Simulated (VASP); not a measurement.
# MnCuO2 (Crednerite): structure and properties in VASP, part 10 of 11

Aim: relax MnCuO2 (Crednerite) with PBEsol + U, compute its properties on that cell and hold them against experiment. The start is a cell from a database of measured crystal structures.

VASP 6.6.1; PBEsol, DFT+U (Cu d 5 eV, Mn d 4 eV), spin-polarised from a ferromagnetic start; plane waves and PAW (Mn_pv, Cu, O).

Still holding for the runs below: The cell holds one magnetic atom, so no antiferromagnetic order fits into it.

So far, gap on the k-mesh (eV): step 2 (relaxing cell and atoms (PBEsol + U)) 0.405; step 4 (single point with fields (PBEsol + U)) 0.405; step 6 (total and projected DOS (PBEsol + U)) 0.361; step 8 (volume scan with PBEsol + U, volume scale 0.94) 0.492; step 9 (volume scan with PBEsol + U, volume scale 0.96) 0.463.

The database entry behind the starting cell differs from later determinations by our own check (a about 1 % short, old inner coordinates), so it need not match the best structure at ambient conditions.

## Step 13: Volume scan with PBEsol + U, volume scale 1.04

INCAR

```
SYSTEM = MnCuO2
PREC = Accurate
ENCUT = 520
EDIFF = 1E-06
NELM = 100
ISMEAR = 0
SIGMA = 0.05
LREAL = .FALSE.
ALGO = Normal
GGA = PS
NBANDS = 26
ISPIN = 2
MAGMOM = 3.909 -0.005 -0.017 -0.017
LDAU = .TRUE.
LDAUTYPE = 2
LDAUL = 2 2 -1
LDAUU = 4 5 0
LDAUJ = 0 0 0
LDAUPRINT = 1
LASPH = .TRUE.
LMAXMIX = 4
LORBIT = 11
LWAVE = .FALSE.
LCHARG = .FALSE.
KPAR = 4
ISIF = 2
```

POSCAR

```
MnCuO2
1.0
    2.8294068185     -1.4775193665      0.0303715954
    2.8294068185      1.4775193665      0.0303715954
   -1.4629881822      0.0000000000      5.7150745454
Mn Cu O
1 1 2
Direct
    0.0000000000      0.0000000000      0.0000000000
    0.5000000000      0.5000000000      0.5000000000
    0.4021530575      0.4021530575      0.1806834249
    0.5978469425      0.5978469425      0.8193165751
```

KPOINTS

```
Automatic mesh
0
Gamma
9 9 4
0 0 0
```

The projector-augmented-wave data sets are Mn_pv, Cu and O (PBE family, release 64).

Command:

```sh
$ mpirun -np 4 vasp_std
```

Output:

```text
[... set-up lines as in an earlier step ...]
 entering main loop
       N       E                     dE             d eps       ncg     rms          rms(c)
DAV:   1     0.366246864629E+03    0.36625E+03   -0.18943E+04 10448   0.187E+03
DAV:   2     0.996375557899E+01   -0.35628E+03   -0.33377E+03 10270   0.438E+02
DAV:   3    -0.284765651129E+02   -0.38440E+02   -0.37354E+02 11866   0.155E+02
DAV:   4    -0.297088864347E+02   -0.12323E+01   -0.12280E+01 11642   0.286E+01
[...]
DAV:  13    -0.257324179002E+02   -0.19295E-04   -0.16415E-04 13978   0.239E-01    0.313E-02
DAV:  14    -0.257324278911E+02   -0.99908E-05   -0.16782E-05 14136   0.803E-02    0.110E-02
DAV:  15    -0.257324284709E+02   -0.57980E-06   -0.33874E-06  9640   0.243E-02
   1 F= -.25732428E+02 E0= -.25732428E+02  d E =-.878239E-09  mag=     4.0000
```

Elapsed: 33 s, on 4 MPI ranks of AMD EPYC 9R45, shared host; peak memory 1.2 GiB.

From OUTCAR (step 13):

```text
  Total       -1.1207754     -1.5793870     -2.2885122      0.0000000      0.0000000      0.2047968
  in kB      -37.4763215    -52.8113092    -76.5229332      0.0000000      0.0000000      6.8479642
  external PRESSURE =     -55.6035213 kB  Pullay stress =       0.0000000 kB

 POSITION                                       TOTAL-FORCE (eV/Angst)
 -----------------------------------------------------------------------------------
      0.00000      0.00000      0.00000         0.000000     -0.000000      0.000000
      2.09791      0.00000      2.88791         0.000000      0.000000      0.000000
      2.01137      0.00000      1.05705         0.131193     -0.000000     -0.037881
      2.18445      0.00000      4.71877        -0.131193     -0.000000      0.037881
 -----------------------------------------------------------------------------------
    total drift:                                0.000000     -0.000000      0.000000

  FREE ENERGIE OF THE ION-ELECTRON SYSTEM (eV)
  ---------------------------------------------------
  free  energy   TOTEN  =       -25.7324284709 eV

  energy  without entropy=      -25.7324284700  energy(sigma->0) =      -25.73242847

 magnetization (x)
# of ion       s       p       d       tot
------------------------------------------
    1        0.036   0.032   3.882   3.949
    2        0.010   0.006  -0.031  -0.014
    3        0.005  -0.039   0.000  -0.033
    4        0.005  -0.039   0.000  -0.033
--------------------------------------------------
tot          0.057  -0.039   3.851   3.869

[... 1 part as in an earlier step ...]

[... 2 further parts left out ...]
[key lines of the parts left out:]
E-fermi :   4.5521
```

The pressure falls from -2.95 to -5.56 GPa.

The run ends at a pressure of -5.56 GPa, with forces up to 0.14 eV/Å.

## Step 14: Volume scan with PBEsol + U, volume scale 1.06

A prediction first. A parabola through the 6 pressures of evenly scaled cells so far, P = -0.02 -155.3 t +364 t² GPa with t = ln(V/V₁) and V₁ the volume at scale 1, gives -7.83 GPa at t = +0.0583.

INCAR is that of step 13.

POSCAR

```
MnCuO2
1.0
    2.8474290039     -1.4869305716      0.0305650502
    2.8474290039      1.4869305716      0.0305650502
   -1.4723068295      0.0000000000      5.7514772756
Mn Cu O
1 1 2
Direct
    0.0000000000      0.0000000000      0.0000000000
    0.5000000000      0.5000000000      0.5000000000
    0.4021530575      0.4021530575      0.1806834249
    0.5978469425      0.5978469425      0.8193165751
```

KPOINTS is that of step 13.

Command:

```sh
$ mpirun -np 4 vasp_std
```

Output:

```text
[... set-up lines as in an earlier step ...]
 entering main loop
       N       E                     dE             d eps       ncg     rms          rms(c)
DAV:   1     0.363102507637E+03    0.36310E+03   -0.18958E+04 10456   0.186E+03
DAV:   2     0.938043456900E+01   -0.35372E+03   -0.33114E+03 10288   0.435E+02
DAV:   3    -0.284647531706E+02   -0.37845E+02   -0.36767E+02 11890   0.153E+02
DAV:   4    -0.296855081904E+02   -0.12208E+01   -0.12160E+01 11698   0.283E+01
[...]
DAV:  13    -0.256950805271E+02   -0.20265E-04   -0.20384E-04 13626   0.250E-01    0.344E-02
DAV:  14    -0.256950925492E+02   -0.12022E-04   -0.18153E-05 14064   0.712E-02    0.124E-02
DAV:  15    -0.256950933110E+02   -0.76181E-06   -0.36074E-06  9754   0.243E-02
   1 F= -.25695093E+02 E0= -.25695093E+02  d E =-.540009E-08  mag=     4.0000
```

Run time: 33 s. Hardware: 4 MPI ranks; peak memory 1.2 GiB.

Parts of OUTCAR (step 14):

```text
  Total       -1.6146179     -2.2778084     -3.3199491      0.0000000      0.0000000      0.2951311
  in kB      -52.9706882    -74.7279456   -108.9174032      0.0000000      0.0000000      9.6823498
  external PRESSURE =     -78.8720123 kB  Pullay stress =       0.0000000 kB

 POSITION                                       TOTAL-FORCE (eV/Angst)
 -----------------------------------------------------------------------------------
      0.00000      0.00000      0.00000         0.000000      0.000000      0.000000
      2.11128      0.00000      2.90630         0.000000     -0.000000      0.000000
      2.02418      0.00000      1.06378         0.188184     -0.000000     -0.050615
      2.19837      0.00000      4.74883        -0.188184     -0.000000      0.050615
 -----------------------------------------------------------------------------------
    total drift:                                0.000000     -0.000000      0.000000

  FREE ENERGIE OF THE ION-ELECTRON SYSTEM (eV)
  ---------------------------------------------------
  free  energy   TOTEN  =       -25.6950933110 eV

  energy  without entropy=      -25.6950933056  energy(sigma->0) =      -25.69509331

 magnetization (x)
# of ion       s       p       d       tot
------------------------------------------
    1        0.036   0.032   3.902   3.970
    2        0.010   0.006  -0.035  -0.019
    3        0.005  -0.047   0.000  -0.041
    4        0.005  -0.047   0.000  -0.041
--------------------------------------------------
tot          0.056  -0.056   3.868   3.868

[... 1 part as in an earlier step ...]

[... 2 further parts left out ...]
[key lines of the parts left out:]
E-fermi :   4.3069
```

Spin moment in the PAW sphere by atom:

| atom | spin moment in the PAW sphere (μB) |
| --- | --- |
| Mn1 | 3.97 |
| Cu2 | -0.02 |
| O3 | -0.04 |
| O4 | -0.04 |

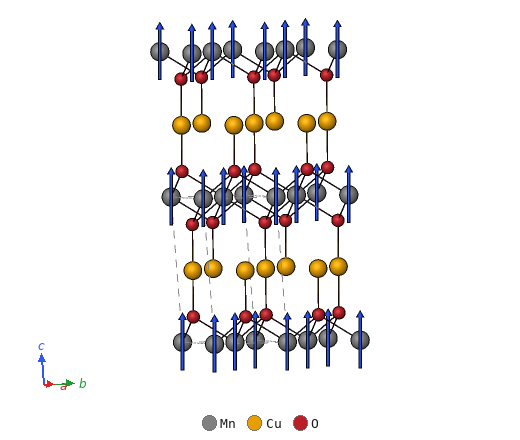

Spin moment in the PAW sphere as arrows, the longest 3.97 μB. Up and down stand for the sign. Arrows give size and sign along the axis of quantisation, drawn up and down the page. 1×2×2 conventional cells are drawn. Some periodic images of atoms are drawn too.

The pressure falls from -5.56 to -7.89 GPa. The parabola predicted -7.83 GPa, +0.05 GPa off.

## Step 15: Comparing the runs

Times are for 4 MPI ranks of AMD EPYC 9R45, shared host. Results by setting:

| no. | volume scale | energy above the lowest point (meV/atom) | pressure (GPa) | gap on the k-mesh (eV) | time | memory (GiB) |
| --- | --- | --- | --- | --- | --- | --- |
| 1 | 0.94 | 23.41 | 11.01 | 0.4921 | 30 s | 1.1 |
| 2 | 0.96 | 10.22 | 6.877 | 0.4630 | 31 s | 1.2 |
| 3 | 0.98 | 2.61 | 3.286 | 0.4340 | 31 s | 1.2 |
| 4 | 1 | 0 | -0.003840 | 0.4053 | 32 s | 1.2 |
| 5 | 1.02 | 1.84 | -2.948 | 0.3770 | 32 s | 1.2 |
| 6 | 1.04 | 7.64 | -5.560 | 0.3491 | 33 s | 1.2 |
| 7 | 1.06 | 16.98 | -7.887 | 0.3221 | 33 s | 1.2 |

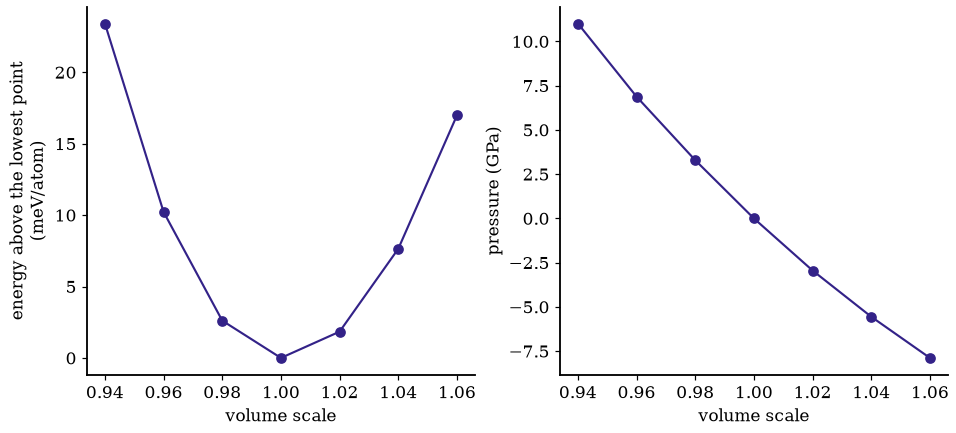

The series as plots.

## Step 16: Fit for PBEsol + U

This step: Birch-Murnaghan fit, PBEsol, DFT+U (Cu d 5 eV, Mn d 4 eV); plane waves and PAW (VASP 6.6.1).

Derived from the runs above.

This step gave:

* pressure derivative of the bulk modulus: 4.746
* r.m.s. error of the fit: 3.24e-6 eV/atom
* minimum inside the sampled range: yes
* bulk modulus: 153.5 GPa
* equilibrium volume of the fit: 11.53 Å³/atom

The energy above the fitted minimum by volume:

| volume (Å³/atom) | energy above the fitted minimum (eV/atom) |
| --- | --- |
| 10.827 | 0.0234 |
| 11.057 | 0.0102 |
| 11.288 | 0.00262 |
| 11.518 | 6.9e-6 |
| 11.748 | 0.00185 |
| 11.979 | 0.00765 |
| 12.209 | 0.0170 |

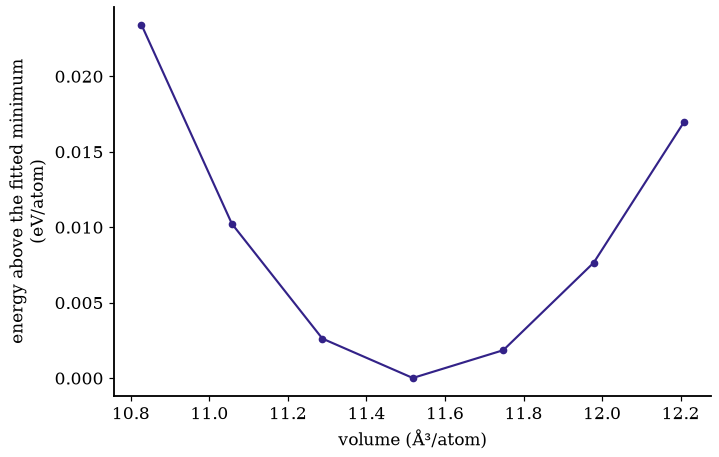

Energy above the fitted minimum against volume.

The fitted volume lies +0.14 % from the relaxed one. At a finite cutoff and mesh the minimum of the energy and the zero of the stress don't quite coincide, and the relaxation stops at a threshold. The atoms bear forces along the scan, since they were held; freeing them would lower the modulus.

## Step 17: Self-consistent run (PBEsol + U), changed input

This step: PBEsol, DFT+U (Cu d 5 eV, Mn d 4 eV), spin-polarised from a ferromagnetic start; plane waves and PAW (Mn_pv, Cu, O) (VASP 6.6.1).

A single point gives energy, forces and stress at these settings. Some settings are moved from the usual, to see what they do.

INCAR: that of step 14 with these lines changed.

```diff
@@ -6,3 +6,3 @@
 ISMEAR = 0
-SIGMA = 0.05
+SIGMA = 0.1
 LREAL = .FALSE.
```

POSCAR

```
MnCuO2
1.0
    2.7926571158     -1.4583286311      0.0299771144
    2.7926571158      1.4583286311      0.0299771144
   -1.4439861849      0.0000000000      5.6408443961
Mn Cu O
1 1 2
Direct
    0.0000000000      0.0000000000      0.0000000000
    0.5000000000      0.5000000000      0.5000000000
    0.4021530575      0.4021530575      0.1806834249
    0.5978469425      0.5978469425      0.8193165751
```

KPOINTS

```
Automatic mesh
0
Gamma
4 4 2
0 0 0
```

Command:

```sh
$ mpirun -np 4 vasp_std
```

Output:

```text
[... set-up lines as in an earlier step ...]
 entering main loop
       N       E                     dE             d eps       ncg     rms          rms(c)
DAV:   1     0.359108377348E+03    0.35911E+03   -0.18933E+04  1552   0.187E+03
DAV:   2     0.872413103524E+01   -0.35038E+03   -0.32868E+03  1526   0.437E+02
DAV:   3    -0.284837806704E+02   -0.37208E+02   -0.36149E+02  1732   0.153E+02
DAV:   4    -0.297114004152E+02   -0.12276E+01   -0.12228E+01  1700   0.282E+01
DAV:   5    -0.297436209421E+02   -0.32221E-01   -0.32202E-01  1804   0.500E+00    0.229E+01
DAV:   6    -0.257898158333E+02    0.39538E+01   -0.31127E+01  2042   0.799E+01    0.203E+01
DAV:   7    -0.257377727108E+02    0.52043E-01   -0.40653E+00  1746   0.366E+01    0.117E+01
DAV:   8    -0.257755133562E+02   -0.37741E-01   -0.63125E-01  1862   0.680E+00    0.693E+00
DAV:   9    -0.257473137257E+02    0.28200E-01   -0.93393E-02  2148   0.759E+00    0.132E+00
DAV:  10    -0.257495959685E+02   -0.22822E-02   -0.29813E-02  1834   0.339E+00    0.272E-01
DAV:  11    -0.257500177800E+02   -0.42181E-03   -0.20645E-03  1880   0.427E-01    0.123E-01
DAV:  12    -0.257500767420E+02   -0.58962E-04   -0.29175E-04  1988   0.278E-01    0.673E-02
DAV:  13    -0.257500984015E+02   -0.21659E-04   -0.79060E-05  2040   0.160E-01    0.234E-02
DAV:  14    -0.257501032600E+02   -0.48585E-05   -0.11297E-05  1948   0.796E-02    0.687E-03
DAV:  15    -0.257501036475E+02   -0.38753E-06   -0.16716E-06  1174   0.211E-02
   1 F= -.25750104E+02 E0= -.25750093E+02  d E =-.219979E-04  mag=     4.0000
```

It took 7.8 s on 4 MPI ranks; peak memory 0.7 GiB; 29 s of CPU time.

(Continued in part 11 of 11.)

[Lines on the potential files, build, host, timing and source positions are cut from VASP's logs without a mark.]

[Logs are printed without paths, hosts, clocks, repeated set-up lines and the standing remarks that a program may print on its own settings, such as how far it seeks lower states.]

[Hosts, paths, dates, database ids (printed as entryN), source tags and the programs' standing remarks are cut or masked in the printed files.]

[Measured values are set beside computed ones only where the two were judged alike; some that the calculation misses by far are left out.]
